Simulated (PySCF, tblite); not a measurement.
# C₆H₁₁NSi₂: geometry, infrared bands and NMR shifts

Aim: predict the infrared bands and NMR shifts of C₆H₁₁NSi₂ (`c1ccn(C2[SiH2]C[SiH2]2)c1`).

Programs: tblite 0.8.0 and PySCF 2.14.0, with density-fitted response routines of our own. Each step states its level of theory. These are calculated values for one molecule in the gas phase, unless marked as measured. Atoms count from 0, in the outputs and in this text.

**1. The starting structure**

20 atoms, charge 0, multiplicity 1; geometry from: force field or distance geometry start.

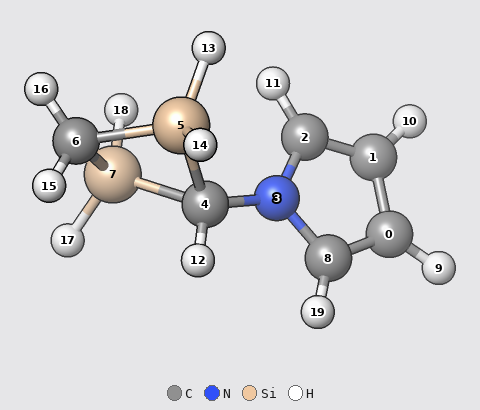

The starting geometry (carbon grey, nitrogen blue, silicon light orange, hydrogen white), atoms numbered; sticks join atoms by distance.

**2. Optimising the geometry with GFN2-xTB**

Job settings and geometry (Å):

```
{"job": {"kind": "relax", "xc": "GFN2-xTB", "basis": "xTB"}, "charge": 0, "multiplicity": 1}
C      3.114500    -0.782000     0.079700
C      2.921700     0.626200    -0.021700
C      1.578200     0.860500    -0.038300
N      0.928000    -0.336600     0.021500
C     -0.517500    -0.603600     0.039300
Si    -1.610500     0.376000     1.252800
C     -2.987300     0.320800    -0.056800
Si    -1.572700     0.213900    -1.325300
C      1.857900    -1.355200     0.106000
H      4.042300    -1.314200     0.129300
H      3.700200     1.372900    -0.054500
H      1.029100     1.798500    -0.106200
H     -0.754700    -1.669700     0.108800
H     -1.134600     1.762800     1.510200
H     -1.945600    -0.363600     2.492700
H     -3.606600    -0.581200     0.011200
H     -3.606500     1.216600    -0.114100
H     -1.892700    -0.698800    -2.464500
H     -1.105800     1.555100    -1.748300
H      1.557400    -2.387700     0.175200
```

Command:

```sh
OMP_NUM_THREADS=1 python probes_run.py task.json out
```

This one command runs all jobs of the session in turn.

The log of the run:

```text
step      E/eV     max force
  0    -674.33440    1.675
  1    -674.46687    0.882
  2    -674.52874    0.695
  3    -674.56457    0.539
  4    -674.59409    0.364
  5    -674.60526    0.230
  6    -674.61476    0.204
  7    -674.62116    0.167
  8    -674.62535    0.164
  9    -674.62840    0.150
 10    -674.63225    0.136
 11    -674.63707    0.206
 12    -674.64131    0.182
 13    -674.64345    0.101
 14    -674.64442    0.062
 15    -674.64522    0.069
 16    -674.64610    0.088
 17    -674.64691    0.083
 18    -674.64759    0.070
 19    -674.64835    0.073
 20    -674.64946    0.084
 21    -674.65085    0.098
 22    -674.65230    0.091
 23    -674.65377    0.080
 24    -674.65540    0.100
 25    -674.65716    0.104
 26    -674.65888    0.095
 27    -674.66038    0.078
 28    -674.66163    0.083
 29    -674.66267    0.085
 30    -674.66353    0.075
 31    -674.66434    0.071
 32    -674.66537    0.082
 33    -674.66679    0.088
 34    -674.66847    0.101
 35    -674.66991    0.084
 36    -674.67098    0.079
 37    -674.67201    0.078
 38    -674.67339    0.114
 39    -674.67539    0.140
 40    -674.67755    0.114
 41    -674.67893    0.059
 42    -674.67952    0.058
 43    -674.67993    0.051
 44    -674.68039    0.068
 45    -674.68094    0.064
 46    -674.68164    0.069
 47    -674.68286    0.073
 48    -674.68385    0.089
 49    -674.68550    0.094
 50    -674.68702    0.074
 51    -674.68850    0.087
 52    -674.68967    0.169
 53    -674.69124    0.170
 54    -674.69362    0.090
 55    -674.69699    0.055
 56    -674.69881    0.075
 57    -674.69973    0.055
 58    -674.70031    0.051
 59    -674.70064    0.050
 60    -674.70089    0.028
 61    -674.70110    0.024
 62    -674.70126    0.026
 63    -674.70136    0.024
 64    -674.70150    0.023
 65    -674.70162    0.025
 66    -674.70173    0.027
 67    -674.70186    0.031
 68    -674.70201    0.034
 69    -674.70214    0.024
 70    -674.70221    0.019
 71    -674.70225    0.015
 72    -674.70229    0.014
 73    -674.70234    0.015
 74    -674.70238    0.011
 75    -674.70240    0.007
```

Run time: 5.5 s. Hardware: 1 thread of Intel Xeon at 2.50GHz, shared host; peak memory 0.18 GiB.

Relaxation path: (not every step is listed)

```csv
step,energy from step 0 (eV),largest force (eV/Å)
0,0.0000,1.6752
1,-0.1325,0.8820
2,-0.1943,0.6945
3,-0.2302,0.5393
4,-0.2597,0.3638
5,-0.2709,0.2300
6,-0.2804,0.2038
7,-0.2868,0.1665
8,-0.2910,0.1643
14,-0.3100,0.0621
20,-0.3151,0.0839
26,-0.3245,0.0945
32,-0.3310,0.0821
38,-0.3390,0.1145
44,-0.3460,0.0684
50,-0.3526,0.0739
56,-0.3644,0.0746
62,-0.3669,0.0261
68,-0.3676,0.0337
70,-0.3678,0.0194
71,-0.3679,0.0150
72,-0.3679,0.0136
73,-0.3679,0.0149
74,-0.3680,0.0110
75,-0.3680,0.0071
```

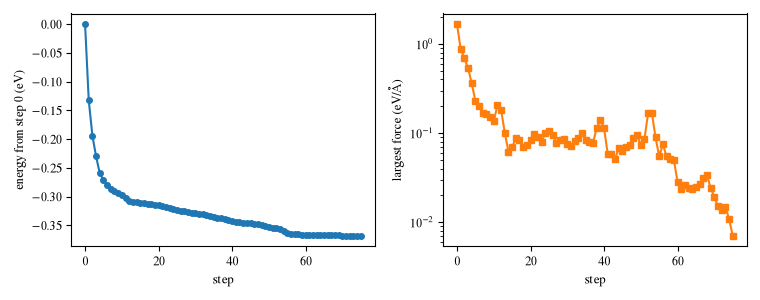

Energy and largest force along the relaxation.

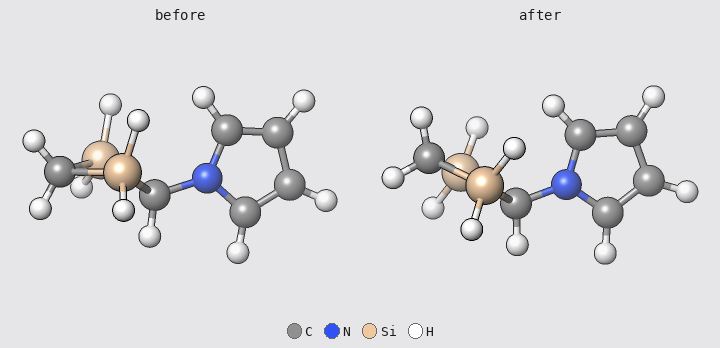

Before and after, at one scale.

Distances of close pairs at the start and the end, largest changes first:

```csv
bond,before (Å),after (Å),change (Å)
N3–C4,1.470,1.432,-0.038
C4–Si5,1.904,1.942,+0.038
C4–Si7,1.909,1.943,+0.034
Si7–H17,1.494,1.464,-0.031
Si5–H13,1.489,1.461,-0.028
N3–C8,1.382,1.356,-0.026
Si7–H18,1.482,1.461,-0.021
C0–C1,1.425,1.406,-0.019
```

The end geometry stands in the next job.

**3. Harmonic vibrations with GFN2-xTB**

Job settings and geometry (Å):

```
{"job": {"kind": "ir", "xc": "GFN2-xTB", "basis": "xTB"}, "charge": 0, "multiplicity": 1}
C      3.083527    -0.579473     0.068983
C      2.743520     0.781423    -0.024156
C      1.374756     0.849190    -0.042755
N      0.872554    -0.408501     0.035001
C     -0.520678    -0.738675     0.043158
Si    -1.625106     0.140402     1.377195
C     -2.726944     0.740858    -0.075095
Si    -1.599606    -0.043970    -1.415592
C      1.907084    -1.282092     0.103365
H      4.072372    -0.992926     0.105914
H      3.422998     1.610118    -0.071817
H      0.724071     1.699906    -0.106209
H     -0.590006    -1.826749     0.114645
H     -0.918154     1.191891     2.103697
H     -2.278904    -0.779048     2.309332
H     -3.738550     0.343420    -0.058862
H     -2.828810     1.820575    -0.148141
H     -2.237374    -1.079175    -2.230579
H     -0.878029     0.903319    -2.261839
H      1.736129    -2.339815     0.170720
```

The log of the run:

```text
mode    cm-1     km/mol
  1      39.3      0.12
  2      52.0      0.00
  3     103.9      0.20
  4     160.7      0.61
  5     289.7      4.83
  6     289.9      0.45
  7     369.9      1.71
  8     427.9      0.74
  9     439.5     54.00
 10     466.0      0.45
 11     479.4      0.46
 12     577.6      2.22
 13     582.8      0.09
 14     590.0      3.23
 15     612.0     68.28
 16     639.0    123.45
 17     692.4     36.88
 18     693.1    175.40
 19     707.5     93.48
 20     748.1     58.36
 21     750.4    122.18
 22     762.6     27.91
 23     783.0    298.89
 24     784.2    339.90
 25     801.2     13.07
 26     808.5      0.00
 27     830.4      0.00
 28     843.1      0.81
 29     930.9      1.86
 30     985.5     35.97
 31    1023.8     28.22
 32    1082.9      7.24
 33    1088.5     56.76
 34    1098.0      6.33
 35    1108.6      0.25
 36    1181.5      4.69
 37    1251.9     11.76
 38    1328.9      1.95
 39    1415.6      8.53
 40    1433.0      0.51
 41    1464.3      6.32
 42    1491.7     82.46
 43    1541.9      1.60
 44    2250.4    136.92
 45    2257.6    589.42
 46    2282.3    292.70
 47    2286.0    322.63
 48    2946.2     36.61
 49    3007.0     35.84
 50    3017.9     14.55
 51    3142.2     15.26
 52    3145.1     32.01
 53    3155.8     74.61
 54    3167.2     39.84
```

Wall time 4.9 s (1 thread of Intel Xeon at 2.50GHz, shared host); peak memory 0.18 GiB.

The strongest bands and the atoms that carry them (share of the mass-weighted mode):

```csv
cm⁻¹,km/mol,atoms
639,123.5,"C6 21 %, H17 18 %, H14 18 %, H16 15 %"
693,175.4,"C4 31 %, C6 16 %, H15 12 %"
783,298.9,"C6 18 %, Si5 12 %, Si7 12 %, H13 11 %"
784,339.9,"H11 25 %, H18 18 %, H17 16 %, H13 13 %"
2250,136.9,"H17 61 %, H14 28 %"
2258,589.4,"H14 64 %, H17 31 %"
2282,292.7,H18 81 %
2286,322.6,"H13 83 %, H18 11 %"
```

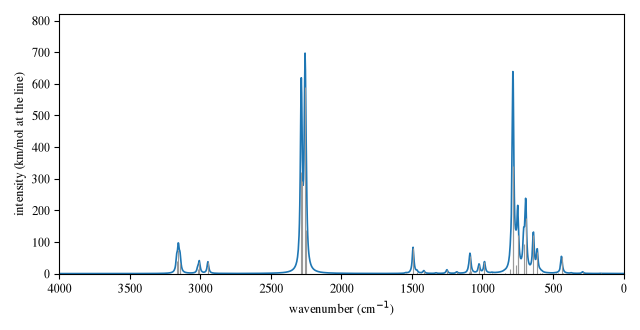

The infrared spectrum from these modes, unscaled. Lines are broadened to a width of 14 cm⁻¹ (Lorentzian).

**4. Nuclear shieldings: PBE0/pcSseg-1**

Settings changed since step 3:

```diff
@@ -1,2 +1,2 @@
-{"job": {"kind": "ir", "xc": "GFN2-xTB", "basis": "xTB"}, "charge": 0, "multiplicity": 1}
+{"job": {"kind": "nmr", "xc": "PBE0", "basis": "pcSseg-1"}, "charge": 0, "multiplicity": 1}
 C      3.083527    -0.579473     0.068983
```

Method: GIAO PBE0/pcSseg-1 NMR shielding, non-relativistic, gas phase.

The log of the run:

```text
coarse grid: 17648 points
cycle   1  E = -868.1882884508  dE =  1.437e+00  |g| = 5.512e-01  |ddm| = 4.211e+00
cycle   2  E = -868.1308656307  dE =  5.742e-02  |g| = 7.307e-01  |ddm| = 1.213e+00
cycle   3  E = -868.2654261000  dE = -1.346e-01  |g| = 1.246e-01  |ddm| = 7.429e-01
cycle   4  E = -868.2687156754  dE = -3.290e-03  |g| = 4.614e-02  |ddm| = 1.565e-01
cycle   5  E = -868.2692215502  dE = -5.059e-04  |g| = 1.063e-02  |ddm| = 5.403e-02
cycle   6  E = -868.2692497785  dE = -2.823e-05  |g| = 2.995e-03  |ddm| = 1.431e-02
cycle   7  E = -868.2692518149  dE = -2.036e-06  |g| = 4.181e-04  |ddm| = 2.744e-03
final grid: 161184 points
cycle   8  E = -868.3199695144  dE = -4.048e-05  |g| = 8.075e-03  |ddm| = 3.936e-02
cycle   9  E = -868.3199612721  dE =  8.242e-06  |g| = 9.923e-03  |ddm| = 1.861e-02
cycle  10  E = -868.3199867749  dE = -2.550e-05  |g| = 1.269e-03  |ddm| = 1.026e-02
cycle  11  E = -868.3199870983  dE = -3.234e-07  |g| = 4.638e-04  |ddm| = 1.454e-03
cycle  12  E = -868.3199871445  dE = -4.620e-08  |g| = 1.066e-04  |ddm| = 4.265e-04
cycle  13  E = -868.3199871471  dE = -2.557e-09  |g| = 3.534e-05  |ddm| = 1.291e-04
cycle  14  E = -868.3199871474  dE = -3.029e-10  |g| = 4.450e-06  |ddm| = 4.052e-05
converged SCF energy = -868.3199871474

GIAO shielding tensors (ppm)
atom      isotropic    diamagn.    paramagn.     s11        s22        s33       span
  0 C       74.789     258.808    -184.019     -2.824     63.794    163.397    166.221
  1 C       71.121     256.735    -185.614     -8.295     59.848    161.809    170.104
  2 C       66.155     253.832    -187.677     -5.902     70.182    134.185    140.088
  3 N       80.591     327.648    -247.057    -18.427     80.218    179.982    198.409
  4 C      143.665     253.107    -109.443    108.313    138.996    183.685     75.371
  5 Si     369.056     880.849    -511.793    328.440    353.726    425.001     96.562
  6 C      196.709     259.822     -63.113    181.184    202.280    206.663     25.480
  7 Si     369.049     880.845    -511.797    328.446    353.683    425.016     96.570
  8 C       63.173     250.136    -186.964     -7.685     76.595    120.607    128.292
  9 H       25.558      31.525      -5.967     23.005     25.690     27.980      4.975
 10 H       25.290      32.092      -6.802     22.803     25.642     27.425      4.622
 11 H       24.947      33.743      -8.795     21.633     24.532     28.677      7.044
 12 H       27.387      32.687      -5.300     22.844     29.195     30.121      7.277
 13 H       26.653      30.084      -3.432     23.540     25.807     30.611      7.072
 14 H       26.546      29.712      -3.166     23.028     24.809     31.801      8.773
 15 H       31.178      29.164       2.015     27.063     27.325     39.147     12.084
 16 H       30.942      30.771       0.171     26.540     27.576     38.710     12.170
 17 H       26.542      29.707      -3.165     23.026     24.805     31.795      8.769
 18 H       26.648      30.078      -3.430     23.539     25.795     30.610      7.071
 19 H       25.431      31.414      -5.983     22.120     26.072     28.102      5.982
```

Wall time 3.8 min (1 thread of Intel Xeon at 2.50GHz, shared host); peak memory 0.92 GiB.

Shifts follow as δ = σ(reference) − σ, with reference shieldings (ppm) from runs at the same level and on the same kind of geometry: ¹H TMS 31.72, ¹³C TMS 186.9, ²⁹Si TMS 349.2, ¹⁵N NH3 267.7. The references are single molecules in the gas phase, so shifts against H2O, NH3, PH3, H3PO4 or CFCl3 are not on the usual liquid scales and can be off by tens of ppm. Atoms listed in one row are averaged.

```csv
atoms,environment,σ (ppm),δ (ppm),δ scaled to CDCl3
"C2, C8",aromatic CH next to a ring nitrogen,64.7,122.3,117.4
"C0, C1",aromatic CH,73.0,114.0,109.3
C4,sp3 CH bonded to N and 2 Si,143.7,43.3,40.3
C6,sp3 CH2 bonded to 2 Si,196.7,-9.8,-11.5
"H11, H19",hydrogen on an aromatic CH next to a ring nitrogen,25.19,6.53,6.26
"H9, H10",hydrogen on an aromatic CH,25.42,6.29,6.04
"H14, H17","hydrogen on a silicon bonded to 2 C, in a 4-membered ring",26.54,5.17,–
"H13, H18","hydrogen on a silicon bonded to 2 C, in a 4-membered ring",26.65,5.07,–
H12,hydrogen on an sp3 CH bonded to N and 2 Si,27.39,4.33,4.19
H16,hydrogen on an sp3 CH2 bonded to 2 Si,30.94,0.77,0.84
H15,hydrogen on an sp3 CH2 bonded to 2 Si,31.18,0.54,0.61
N3,pyrrole-type ring nitrogen,80.6,187.1,–
"Si5, Si7","silicon bonded to 2 C, 2 H, in a 4-membered ring",369.1,-19.9,–
```

The scaled column applies a straight-line fit of computed shieldings to shifts measured in CDCl3 (root-mean-square error 0.16 ppm for H, 1.9 ppm for C).

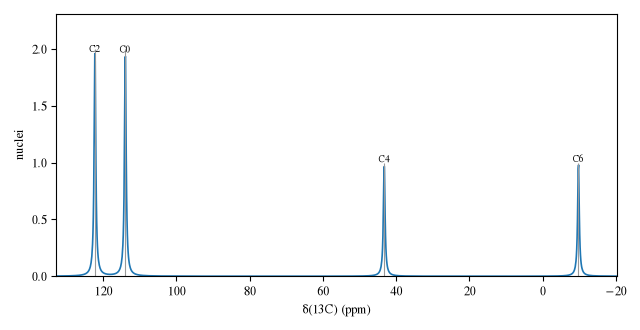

¹³C lines at the computed shifts, without couplings. Lines are broadened to a width of 0.53 ppm (Lorentzian).

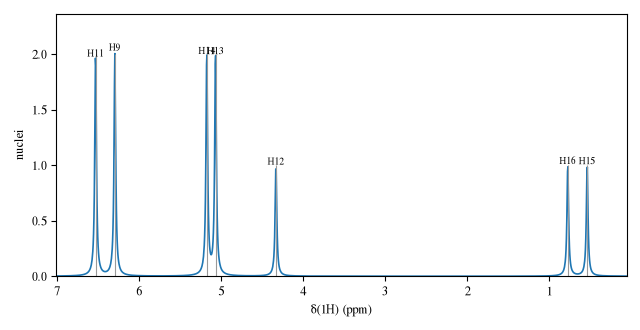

¹H lines at the computed shifts, without couplings. Lines are broadened to a width of 0.02 ppm (Lorentzian).

The run also stored atomic charges by several schemes (e):

```csv
atoms,Mulliken,IAO,Hirshfeld,ESP fit
"C0, C1",-0.17,-0.23,-0.11,-0.24
"C2, C8",0.14,-0.14,-0.05,-0.33
N3,-0.55,-0.04,-0.01,0.33
C4,-0.50,-0.54,-0.14,-0.39
"Si5, Si7",0.67,0.74,0.35,0.52
C6,-0.84,-0.84,-0.26,-0.59
```

Hirshfeld charges:

C0 -0.11; C1 -0.10; C2 -0.05; N3 -0.01; C4 -0.14; Si5 0.35; C6 -0.26; Si7 0.35; C8 -0.05; H9 0.04; H10 0.05; H11 0.05; H12 0.04; H13 -0.07; H14 -0.07; H15 0.04; H16 0.04; H17 -0.07; H18 -0.07; H19 0.05

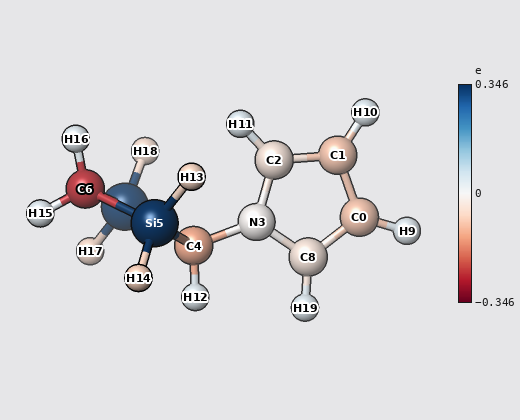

Hirshfeld charges, as colours on the atoms.

Mayer bond orders: C0–C1 1.37, C1–C2 1.50, C2–N3 1.15, N3–C4 0.89, C4–Si5 0.85, Si5–C6 0.91, C6–Si7 0.91, N3–C8 1.16, C8–C0 1.49, Si7–C4 0.85.

Ring of atoms C0, C1, C2, N3, C8: NICS(0) -13.9, NICS(1) -10.9, NICS(1)zz -28.6 ppm (means of both faces).

Ring of atoms C4, Si5, C6, Si7: NICS(0) 1.1, NICS(1) -0.4, NICS(1)zz 4.0 ppm (means of both faces; NICS(1) differs between them: -1.8 and 1.1).

**5. Outcome**

| quantity | value |
| --- | --- |
| strongest single infrared mode (GFN2-xTB) | 2258 cm⁻¹, 589 km/mol |
| zero-point energy (GFN2-xTB) | 92.1 kcal/mol |
| ¹³C shifts against TMS (PBE0/pcSseg-1, means over atoms taken as alike) | 122.3, 114.0, 43.3, -9.8 ppm |
| ¹H shifts against TMS (PBE0/pcSseg-1, means over atoms taken as alike) | 6.53, 6.29, 5.17, 5.07, 4.33, 0.77, 0.54 ppm |
| ¹⁵N shifts against NH3 (PBE0/pcSseg-1) | 187.1 ppm |
| ²⁹Si shifts against TMS (PBE0/pcSseg-1, means over atoms taken as alike) | -19.9 ppm |

In words: The optimisation took 75 steps and gained 0.368 eV; among the close pairs (by a distance rule), N3–C4 changed most, from 1.470 to 1.432 Å. All 54 modes are real, so the xTB geometry is a minimum. The strongest single mode, at 2258 cm⁻¹, moves mainly H14. Unscaled tight-binding wavenumbers are off by several per cent, some by more. Its intensities can rank the bands wrongly. At PBE0/pcSseg-1: Shielding is most anisotropic at N3 (span 198 ppm, paramagnetic term -247 ppm). NICS(1)zz of -29 ppm above the planar ring from C0 marks a diatropic (aromatic) ring current.
